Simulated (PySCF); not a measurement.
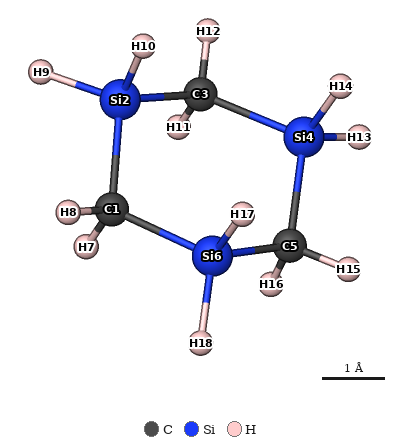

Figure 1. The input geometry of run 1 (ball-and-stick view, seen at a tilt; atoms are numbered from 1 in the order of the input).

## What a change does: NMR shielding calculation on C₃H₁₂Si₃

System: C₃H₁₂Si₃.
Method of run 1: GIAO PBE0/pcSseg-1 NMR shielding, non-relativistic, IEF-PCM chloroform (PySCF 2.14.0).

The geometry comes from this level: GFN2-xTB. Text and figures count atoms from 1; the logs count them from 0 in places.

**The input, run 1**
```
{"job": {"kind": "nmr", "xc": "PBE0", "basis": "pcSseg-1", "solvent": "chloroform", "pop": false}, "charge": 0, "multiplicity": 1}
C     -0.725809     1.329542    -0.993229
Si     1.073516     1.466687    -0.399456
C      1.778976    -0.282565    -0.170665
Si     0.750633    -1.399129     0.971594
C     -1.038448    -1.443607     0.334270
Si    -1.838223     0.266393     0.120757
H     -0.734795     0.914220    -2.001160
H     -1.152790     2.327475    -1.077923
H      1.874845     2.203131    -1.393566
H      1.127877     2.203860     0.870636
H      1.865911    -0.759087    -1.147434
H      2.793604    -0.210707     0.217511
H      1.312490    -2.762159     0.981455
H      0.782313    -0.874354     2.344047
H     -1.644515    -2.039248     1.014916
H     -1.060995    -1.966482    -0.622253
H     -2.002457     0.911658     1.430679
H     -3.170893     0.120690    -0.491835
```

The first line tells a small driver script what to run in PySCF; the rest is the geometry in Å.

Command:
```bash
OMP_NUM_THREADS=1 python <driver script> task.json out
```

Hardware: 1 CPU thread, shared host.

**Output (run 1)**
```
coarse grid: 15576 points
cycle   1  E = -989.3925140589  dE =  2.047e-01  |g| = 5.305e-01  |ddm| = 3.775e+00
cycle   2  E = -989.3610647211  dE =  3.145e-02  |g| = 6.173e-01  |ddm| = 9.676e-01
cycle   3  E = -989.4619777382  dE = -1.009e-01  |g| = 4.167e-02  |ddm| = 5.869e-01
cycle   4  E = -989.4624574738  dE = -4.797e-04  |g| = 1.192e-02  |ddm| = 6.487e-02
cycle   5  E = -989.4624923093  dE = -3.484e-05  |g| = 1.725e-03  |ddm| = 1.623e-02
cycle   6  E = -989.4624933709  dE = -1.062e-06  |g| = 3.202e-04  |ddm| = 3.225e-03
final grid: 133872 points
cycle   7  E = -989.4957707545  dE = -2.083e-05  |g| = 6.843e-03  |ddm| = 2.064e-02
cycle   8  E = -989.4957634352  dE =  7.319e-06  |g| = 8.606e-03  |ddm| = 1.368e-02
cycle   9  E = -989.4957828884  dE = -1.945e-05  |g| = 2.574e-04  |ddm| = 7.590e-03
cycle  10  E = -989.4957828984  dE = -9.991e-09  |g| = 5.065e-05  |ddm| = 3.018e-04
cycle  11  E = -989.4957828990  dE = -6.487e-10  |g| = 1.942e-05  |ddm| = 8.427e-05
converged SCF energy = -989.4957828990

GIAO shielding tensors (ppm)
atom      isotropic    diamagn.    paramagn.     s11        s22        s33       span
  0 C      195.868     257.969     -62.101    187.253    192.845    207.506     20.253
  1 Si     391.683     880.320    -488.637    362.470    382.176    430.403     67.933
  2 C      195.832     257.960     -62.127    187.275    192.811    207.411     20.136
  3 Si     391.615     880.329    -488.714    362.555    382.412    429.879     67.324
  4 C      195.813     257.966     -62.153    187.281    192.779    207.381     20.100
  5 Si     391.693     880.326    -488.633    362.425    382.320    430.334     67.910
  6 H       31.729      32.336      -0.607     27.874     28.463     38.849     10.974
  7 H       31.898      29.933       1.964     26.403     28.178     41.112     14.710
  8 H       27.070      29.010      -1.940     22.974     24.976     33.259     10.285
  9 H       27.404      29.792      -2.388     24.499     25.296     32.418      7.919
 10 H       31.727      32.334      -0.608     27.873     28.462     38.844     10.972
 11 H       31.899      29.940       1.959     26.403     28.186     41.108     14.705
 12 H       27.063      29.007      -1.944     22.969     24.967     33.254     10.285
 13 H       27.403      29.800      -2.398     24.504     25.295     32.409      7.905
 14 H       31.898      29.945       1.953     26.404     28.190     41.099     14.695
 15 H       31.724      32.329      -0.606     27.865     28.464     38.842     10.978
 16 H       27.406      29.796      -2.390     24.498     25.300     32.420      7.922
 17 H       27.071      29.013      -1.942     22.974     24.978     33.260     10.287
```

Run 2 used a changed input.

**The two runs side by side**

| quantity | run 1 | run 2 |
| --- | --- | --- |
| outcome | converged | converged |
| total energy (hartree) | −989.495783 | −989.494189 |
| HOMO (eV) | −8.09 | −8.20 |
| LUMO (eV) | 0.73 | 0.62 |
| dipole moment (D) | 1.15 | 0.89 |
| shielding of C1 (ppm) | 195.9 | 195.5 |
| shielding of Si2 (ppm) | 391.7 | 392.4 |
| shielding of C3 (ppm) | 195.8 | 195.5 |
| shielding of Si4 (ppm) | 391.6 | 392.3 |
| shielding of C5 (ppm) | 195.8 | 195.5 |
| shielding of Si6 (ppm) | 391.7 | 392.4 |
| shielding of H11 (ppm) | 31.7 | 31.9 |
| SCF iterations | 11 | 12 |
| basis functions | 183 | 183 |
| wall time (shared host) | 37 s | 40 s |

What was changed in the input?

The change (lines with − go, lines with + come):
```diff
-"solvent": "chloroform"
-"pop": false
```

The total energy of run 2 is 1.0 kcal/mol higher: the change of the electrostatic solvation energy at this fixed geometry, without cavity or dispersion terms. The HOMO goes from −8.09 to −8.20 eV. The LUMO goes from 0.73 to 0.62 eV. The dipole moment goes from 1.15 to 0.89 D. Of all shieldings, the largest change is that of Si2, Si4 and Si6, by +0.7 ppm. The reaction field of the continuum polarises the molecule further, so the dipole moment is larger in solution. The SCF takes 12 iterations against 11.

**Output (run 2)**
```
coarse grid: 15576 points
cycle   1  E = -989.3904833058  dE =  2.062e-01  |g| = 5.326e-01  |ddm| = 3.776e+00
cycle   2  E = -989.3570331806  dE =  3.345e-02  |g| = 6.251e-01  |ddm| = 9.641e-01
cycle   3  E = -989.4601338952  dE = -1.031e-01  |g| = 4.950e-02  |ddm| = 6.103e-01
cycle   4  E = -989.4608411452  dE = -7.073e-04  |g| = 1.321e-02  |ddm| = 8.300e-02
cycle   5  E = -989.4608865940  dE = -4.545e-05  |g| = 1.682e-03  |ddm| = 1.758e-02
cycle   6  E = -989.4608875818  dE = -9.878e-07  |g| = 4.608e-04  |ddm| = 3.385e-03
final grid: 133872 points
cycle   7  E = -989.4941769895  dE = -2.061e-05  |g| = 6.908e-03  |ddm| = 2.065e-02
cycle   8  E = -989.4941687723  dE =  8.217e-06  |g| = 8.831e-03  |ddm| = 1.405e-02
cycle   9  E = -989.4941893252  dE = -2.055e-05  |g| = 3.080e-04  |ddm| = 8.102e-03
cycle  10  E = -989.4941893444  dE = -1.915e-08  |g| = 7.862e-05  |ddm| = 4.681e-04
cycle  11  E = -989.4941893461  dE = -1.752e-09  |g| = 2.207e-05  |ddm| = 1.195e-04
cycle  12  E = -989.4941893462  dE = -9.823e-11  |g| = 2.912e-06  |ddm| = 2.770e-05
converged SCF energy = -989.4941893462

GIAO shielding tensors (ppm)
atom      isotropic    diamagn.    paramagn.     s11        s22        s33       span
  0 C      195.514     257.872     -62.358    186.737    192.310    207.496     20.760
  1 Si     392.402     880.301    -487.899    363.710    383.483    430.011     66.301
  2 C      195.479     257.862     -62.384    186.759    192.277    207.400     20.641
  3 Si     392.343     880.311    -487.968    363.805    383.719    429.503     65.698
  4 C      195.461     257.869     -62.408    186.764    192.247    207.373     20.609
  5 Si     392.415     880.307    -487.892    363.665    383.639    429.943     66.278
  6 H       31.892      32.489      -0.597     28.097     28.668     38.912     10.814
  7 H       31.993      30.088       1.905     26.560     28.283     41.136     14.575
  8 H       26.999      28.883      -1.884     22.884     24.903     33.212     10.328
  9 H       27.331      29.644      -2.314     24.404     25.209     32.379      7.975
 10 H       31.891      32.488      -0.597     28.096     28.669     38.908     10.812
 11 H       31.994      30.094       1.900     26.560     28.292     41.131     14.571
 12 H       26.993      28.881      -1.888     22.879     24.895     33.207     10.328
 13 H       27.329      29.651      -2.323     24.408     25.208     32.370      7.962
 14 H       31.994      30.100       1.894     26.562     28.296     41.123     14.561
 15 H       31.887      32.482      -0.595     28.087     28.670     38.906     10.818
 16 H       27.332      29.648      -2.316     24.402     25.213     32.381      7.979
 17 H       27.000      28.886      -1.886     22.883     24.905     33.213     10.330
```
